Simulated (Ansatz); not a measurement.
The calculation's input:

```
crystal:
  lattice:
    - [-2.3797459091, 2.3797459091, 4.6919311246]
    - [2.3797459091, -2.3797459091, 4.6919311246]
    - [2.3797459091, 2.3797459091, -4.6919311246]
  atoms:
    - { symbol: "N", position: [0.25, 0.75, 0.5] }
    - { symbol: Ga, position: [0.858665343, 0.4116748399, 0.0] }
    - { symbol: "N", position: [0.5, 0.5, 0.0] }
    - { symbol: Ga, position: [0.141334657, 0.141334657, 0.5530094969] }
    - { symbol: "N", position: [0.75, 0.25, 0.5] }
    - { symbol: Ga, position: [0.4116748399, 0.858665343, 0.0] }
    - { symbol: P, position: [0.0, 0.0, 0.0] }
    - { symbol: Ga, position: [0.5883251601, 0.5883251601, 0.4469905031] }
kpoints:
  mp_grid: { grid: [4, 4, 4] }
  band_path:
    path:
      - [0.0, 0.0, 0.0]
      - [0.0, 0.0, 0.5]
      - [0.25, 0.25, 0.25]
      - [0.0, 0.5, 0.0]
      - [0.5, 0.5, -0.5]
      - [0.3143128758, 0.6856871242, -0.3143128758]
      - [-0.3143128758, 0.3143128758, 0.3143128758]
      - [-0.1286257517, 0.1286257517, 0.5]
      - [0.5, 0.5, -0.1286257517]
    npoints: 1
hamiltonian:
  xc: pbe0
scf:
  occupations: { method: fixed }
  n_extra_bands: 6
output:
  forces: true
  stress: true
  eigenvalues: true
  write_density: true
  write_potential: true
  elf: true
  volumetric_format: npy
```

Command:

```sh
ansatz run input.yaml --threads 4 --pin off --max-ram 6451MiB --backend cpu --events-out ev --progress --plain --runs-dir out
```

Below, planes, directions and counts refer to the conventional cell (a = 4.76 Å, b = 4.76 Å, c = 9.38 Å, α = 90.00°, β = 90.00°, γ = 90.00°).

Space group I-42m; started from the ordered alloy on zincblende lattice prototype, which need not be the ambient phase.

All numbers below come from Ansatz 0.2.0, DFT, PBE0, plane waves, PAW.

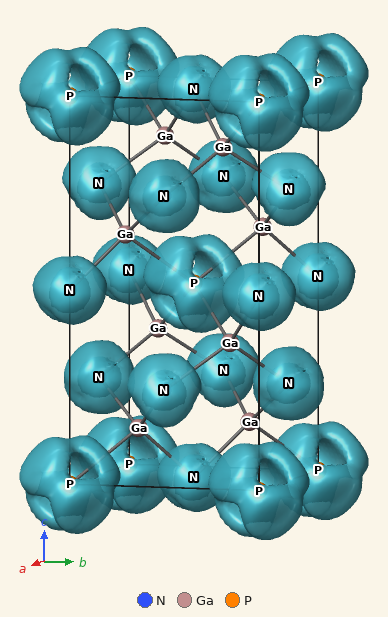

Ga4PN3. Isosurface of the ELF at 0.75 (cyan), seen slightly off an axis. Core shells and regions of very low density are left out. Sticks mark near contacts.

In a PAW calculation such maps are meaningful between the atoms, not at the nuclei.

Where are the electrons localised?

The surface consists of six regions wrapped around N (the valence shell of each) and two regions wrapped around P (the valence shell of each), counted in one cell of 16 atoms. Any copies at cell faces, edges or corners count once. Along the contacts the grid gives the following. Ga–N (1.97 Å): the ELF peaks at about 0.85 in the valence shell of N, 0.7 Å from its nucleus, and is about 0.50 at the midpoint. Ga–P (2.25 Å): the ELF peaks at about 0.90 between the atoms, as expected for localised, covalent bonding.
